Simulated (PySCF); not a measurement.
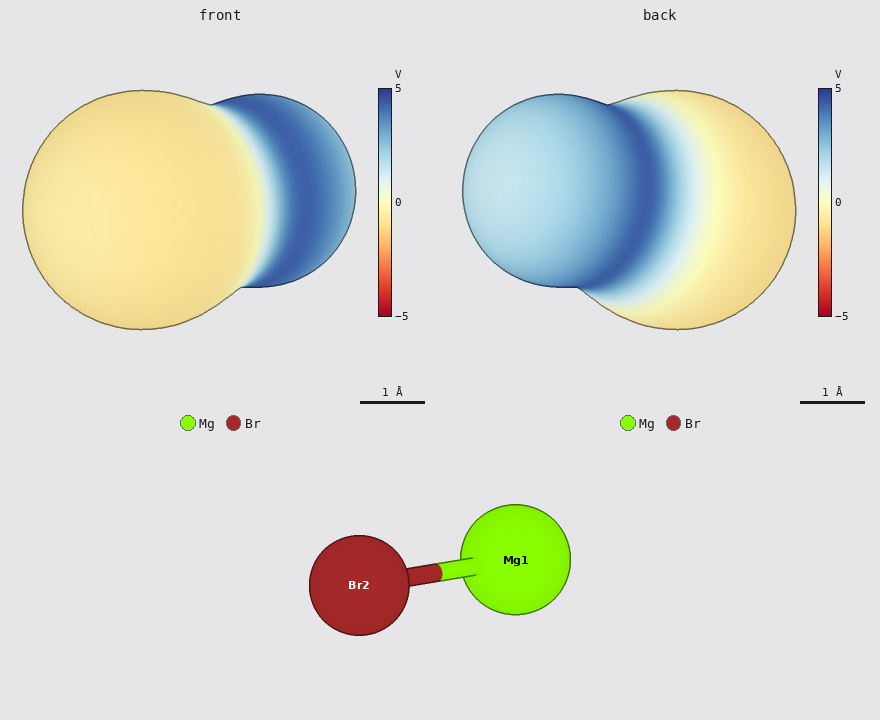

MgBr (doublet). The molecular electrostatic potential painted on the density surface at 0.004 e/bohr³, seen from the front and from behind; red is negative and blue positive. The bare structure is drawn below in the same view.

All numbers below come from PySCF 2.14.0, PBE0/x2c-TZVPPall, spin-free X2C-1e, Gaussian nucleus, at a bond length of 2.367 Å.

```tsv
atom	x (Å)	y (Å)	z (Å)
Mg	0.0000	0.0000	-1.8153
Br	0.0000	0.0000	0.5517
```

**Which sites attract a positive test charge, and which a negative one?**

A positive charge is drawn to the negative regions and a negative charge to the positive ones. The most negative region (about −0.9 V, or −21 kcal/mol for a unit charge) lies over Br2, the most positive (about +4.3 V, or +99 kcal/mol for a unit charge) over Mg1.
